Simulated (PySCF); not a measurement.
SMILES [NH2][Cd][OH] (H3CdNO) at its B3LYP/def2-SVP optimised geometry (Å):

```
6

Cd    -0.0569     0.0227     0.0000
O     -2.0317     0.0268    -0.0794
H     -2.3463     0.0712    -0.9936
N      1.9593     0.0227     0.0000
H      2.3463    -0.8151     0.4391
H      2.3452     0.8151     0.5175
```

Computed with B3LYP/def2-TZVP, def2 effective core potentials past Kr (PySCF). The core electrons that the potentials of Cd replace are not part of the density.

Map of the log10 of the electron density (e/bohr³), floored at −4 on the plane z = 1.0 Å:

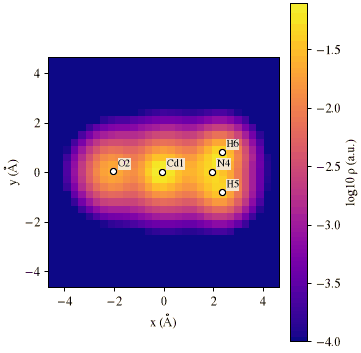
Fig. 1. Log10 of the electron density (e/bohr³), floored at −4 on the plane z = 1.0 Å.
